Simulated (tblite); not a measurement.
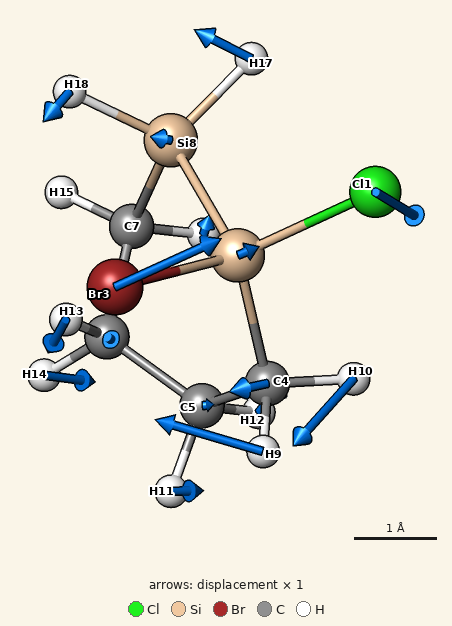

This is a relaxation of C4H10BrClSi2. The starting structure is drawn; blue arrows show the displacements, at their true length. The two geometries are superimposed by the best rigid fit.

The picture is a ball-and-stick view, seen from a free direction.

Computed with GFN2-xTB geometry optimisation, gas phase (tblite). 

> Describe the change and its energy.

The energy falls by 0.789 eV in 153 geometry steps. The largest move after the best rigid fit is that of the Br atom, 1.53 Å. By element the largest moves are Br 1.53 Å, H 1.48 Å, Cl 1.39 Å, C 0.58 Å, Si 0.31 Å. Near-neighbour distances that change, for instance: Si–Si 2.229 → 2.315 Å, C–Si 1.836 → 1.909 Å, Cl–Si 2.109 → 2.040 Å, C–C 1.479 → 1.533 Å. Among the angles between lasting bonds that change: C–C–Si 104.8° → 114.4°, C–C–H 115.1° → 107.8°, H–C–H 111.1° → 105.9°. Groups turn about C–Si by about 70°, C–C by about 60°, Si–Si by about 45°. Cost: 1.5 s on 1 thread of Arm Neoverse V2, on a shared host.
